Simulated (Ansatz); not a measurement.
# C$_{2}$H$_{4}$BN: phonon calculation

System: C$_{2}$H$_{4}$BN, SMILES BC#CN.
Method: RKS PBE0-D4/def2-TZVP (Ansatz 0.2.0).

The geometry comes from this level: PBE0-D4/def2-TZVP.

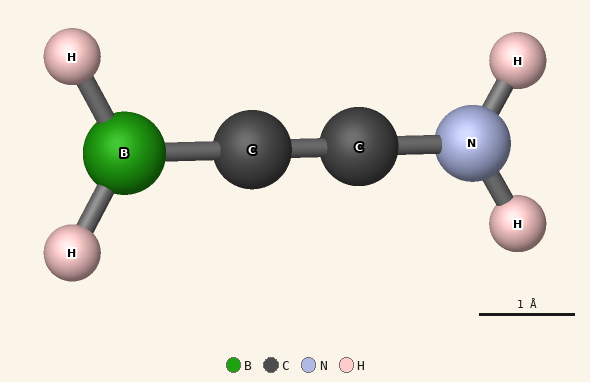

Figure 1. The input geometry (ball-and-stick view, seen at a tilt). Bond lengths as drawn: B–C 1.47 Å, B–H 1.20 Å, C–C 1.23 Å, C–N 1.31 Å and H–N 1.01 Å.

### Summary

```json
{"quantity": "outcome", "value": "converged"}
{"quantity": "total energy", "value": "−4299.7207 eV"}
{"quantity": "mean-field energy", "value": "−4299.6307 eV"}
{"quantity": "dispersion energy", "value": "−0.0900 eV"}
{"quantity": "largest force (length of the vector)", "value": "0.001 eV/Å"}
{"quantity": "dipole moment", "value": "4.35 D"}
{"quantity": "hardware", "value": "2 threads of Arm Neoverse V2, 23 GiB of memory available, shared host"}
{"quantity": "wall time", "value": "57 s (CPU time 1.8 min)"}
{"quantity": "peak memory", "value": "0.26 GiB"}
```

### The input
```yaml
crystal:
  periodic: [false, false, false]
  atoms:
    - {symbol: B, position_ang: [-0.490890, 1.916587, -0.227472]}
    - {symbol: C, position_ang: [-0.122350, 0.504662, -0.065708]}
    - {symbol: C, position_ang: [0.185251, -0.673725, 0.069504]}
    - {symbol: N, position_ang: [0.513633, -1.930105, 0.213317]}
    - {symbol: H, position_ang: [0.038353, 2.582155, -1.069515]}
    - {symbol: H, position_ang: [-1.321509, 2.405058, 0.482159]}
    - {symbol: H, position_ang: [1.209806, -2.357022, -0.373732]}
    - {symbol: H, position_ang: [0.079905, -2.504810, 0.915547]}
basis:
  gaussian: {orbitals: def2-TZVP}
hamiltonian: {xc: pbe0, dispersion: d4}
phonons: {temperatures: {t_min: 298.15, t_max: 900, t_step: 200}}
```

Launched with:
```bash
ansatz run in.yaml --threads 2 --pin off --events-out ev --progress --plain --max-ram 4352MiB
```

### Log
```
Functional definition: PBE0
  name "PBE0"
  cite "Adamo & Barone, J. Chem. Phys. 110, 6158 (1999) doi:10.1063/1.478522"
  cite "Perdew, Burke & Ernzerhof, Phys. Rev. Lett. 77, 3865 (1996) doi:10.1103/PhysRevLett.77.3865"
  parent pbe
  parameter a = 0.25
  parameter kappa = 0.804
  parameter beta = 0.06672455060314922
  exchange = (1 - a)*pbe_x(kappa = kappa, mu = beta*pi^2/3) + a*exact_x
  correlation = pbe_c(beta = beta)
860 factors; their error is unknown
mean field evaluation 1: about -4293.0117 eV, gradient 5.4e1 eV
mean field evaluation 2: about -4291.9339 eV, gradient 5.6e1 eV
mean field evaluation 4: about -4299.5484 eV, gradient 5.5e0 eV
mean field evaluation 8: about -4299.6215 eV, gradient 1.8e-1 eV
mean field evaluation 16: about -4299.6306 eV, gradient 7.7e-5 eV
mean field -4299.63063586 eV, -158.0085114737 hartree, gradient 1.8e-5 eV, S^2 0.000000; 0 other end points of the search recorded, 0 dependent functions left out
the calculation of the forces begins
reference -4299.63066605 eV, -158.0085125830 hartree; 14, 14 occupied and 134, 134 virtual orbitals, 860 factors
these checks for a lower state are left out or cut short: stability, starts, cluster_reference, orbital_swaps, neighbouring_geometries, increment
860 factors; their error is unknown
mean field -4299.63055055 eV, -158.0085083384 hartree, gradient 2.9e-6 eV, S^2 0.000000; 0 other end points of the search recorded, 0 dependent functions left out
[... from here on the field's lines of each further geometry are left out, up to the last ...]
the calculation of the forces begins
reference -4299.63059570 eV, -158.0085099977 hartree; 14, 14 occupied and 134, 134 virtual orbitals, 860 factors
these checks for a lower state are left out or cut short: stability, starts, cluster_reference, orbital_swaps, neighbouring_geometries, increment
860 factors; their error is unknown
mean field evaluation 352: about -4299.6306 eV, gradient 4.8e-3 eV
mean field -4299.63056075 eV, -158.0085087134 hartree, gradient 2.9e-6 eV, S^2 0.000000; 0 other end points of the search recorded, 0 dependent functions left out
the calculation of the forces begins
reference -4299.63059093 eV, -158.0085098226 hartree; 14, 14 occupied and 134, 134 virtual orbitals, 860 factors
Total energy: -4299.72066555 eV, -158.0118200035 hartree
Atom 0 at    -0.490890     1.916587    -0.227472 Å, force    -0.000549    -0.000304    -0.000714 eV/Å
Atom 1 at    -0.122350     0.504662    -0.065708 Å, force    -0.000210    -0.000720     0.000558 eV/Å
Atom 2 at     0.185251    -0.673725     0.069504 Å, force     0.000893     0.000945    -0.000407 eV/Å
Atom 3 at     0.513633    -1.930105     0.213317 Å, force     0.000010    -0.001153     0.000290 eV/Å
Atom 4 at     0.038353     2.582155    -1.069515 Å, force     0.000237     0.000355     0.000127 eV/Å
Atom 5 at    -1.321509     2.405058     0.482159 Å, force     0.000046     0.000212     0.000260 eV/Å
Atom 6 at     1.209806    -2.357022    -0.373732 Å, force    -0.000227     0.000326    -0.000119 eV/Å
Atom 7 at     0.079905    -2.504810     0.915547 Å, force    -0.000200     0.000339     0.000006 eV/Å
Dipole moment:     0.227996    -0.871770     0.100047 e Å
Vibrations: 163.43 197.36 239.08 364.49 534.49 546.13 798.41 856.41 965.03 1150.06 1185.63 1413.71 1642.38 2231.13 2580.09 2652.69 3593.54 3696.07 cm⁻¹, zero-point energy 1.538033 eV
```

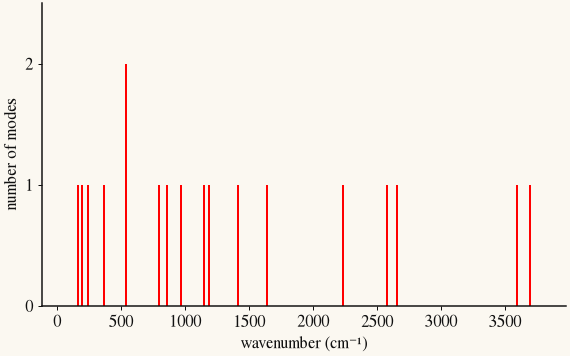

Figure 2. Harmonic vibrational wavenumbers from the force constants; neighbouring modes closer than 16 cm⁻¹ are counted in one stick. 18 modes from 163 to 3696 cm⁻¹, none imaginary.
